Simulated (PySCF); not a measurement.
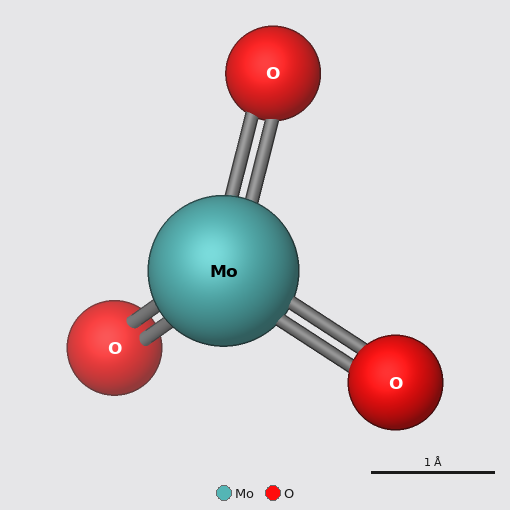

Distant atoms are faded towards the background colour. Charge 0, singlet. Computed geometry: PBE0-D3(BJ)/def2-SVP optimisation. No frequency run is at hand to confirm it as a minimum. Masses are those of the most abundant isotopes; constants are for the rigid equilibrium geometry.

> Classify the rotor and give the rotational constants (MHz).

An oblate symmetric top (C3v): A = B = 7120, C = 4125 MHz.
